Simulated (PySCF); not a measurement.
# CH8O2Si2 (SMILES CO[SiH2]O[SiH3]): what the fields show

Input

```
{"job": {"xc": "B3LYP", "basis": "pcSseg-1", "solvent": "benzene", "kind": "nmr", "pop": true}, "charge": 0, "multiplicity": 1}
C     -2.416785     0.284351     0.564367
O     -1.037988     0.226720     0.374128
Si    -0.226109    -0.300751    -0.922571
O      1.327056    -0.117702    -0.549190
Si     2.643195     0.020330     0.383114
H     -2.605134     0.717968     1.547281
H     -2.891210     0.905290    -0.199745
H     -2.858797    -0.714383     0.521039
H     -0.465594     0.536988    -2.095180
H     -0.475269    -1.720553    -1.167826
H      3.189472    -1.328840     0.531930
H      2.282603     0.593437     1.678172
H      3.530170     0.897630    -0.378358
```

Launched as:

```sh
OMP_NUM_THREADS=1 python ens_run.py task.json out
```

Geometry: GFN2-xTB.

All numbers below come from B3LYP/pcSseg-1, SCF density, in a benzene solvent model, non-relativistic (PySCF 2.14.0).

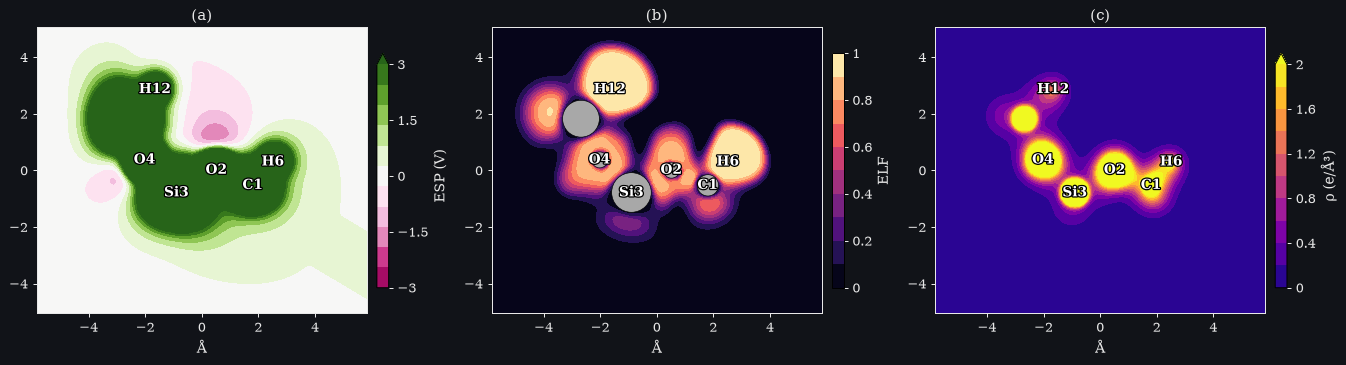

Figure 1. (a) molecular electrostatic potential; (b) electron localisation function; (c) total electron density on the plane of atoms O2, Si3 and O4. Grey discs cover the atomic cores in the ELF map.

Question: Interpret the plot.

Answer: The plane passes through C, O, Si and H nuclei. C–O (1.39 Å): ρ is about 2.1 e/Å³ halfway, with its minimum of 1.8 e/Å³ about 0.5 Å from C; the ELF peaks at about 0.90 between the atoms; a shared but strongly polarised pair. Si–O (1.61 Å): ρ at the midpoint is about 1.2 e/Å³; the ELF peaks at about 0.85 between the atoms (a short, strongly polar bond). C–H (1.09 Å): the density is about 2.1 e/Å³ at the midpoint; the ELF climbs to about 1 towards the hydrogen, as it does in any bond to H (a covalent bond by its length). The ELF also peaks beside O4 and O2, away from the bonds: lone-pair regions. Outside the dense part of the molecule the potential is most negative (−1.8 V) near O2.

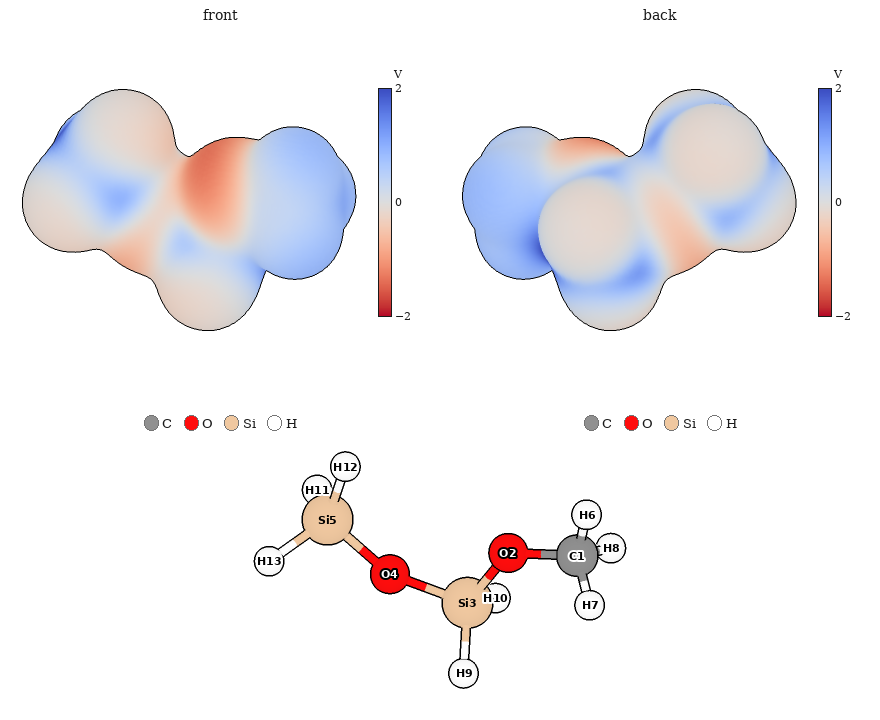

Figure 2. The electrostatic potential painted on the density surface at 0.002 e/bohr³, seen from the front and from behind; red is negative and blue positive. The bare structure is drawn below in the same view.

Question: Where is the surface potential most negative and most positive?

Answer: The most negative region (about −1.3 V) lies over O2, the most positive (about +1.8 V) over Si3 and Si5. O2 is the likeliest acceptor of a hydrogen bond.

Question: How polar is the molecule by this calculation?

Answer: Its dipole moment is 1.50 D.
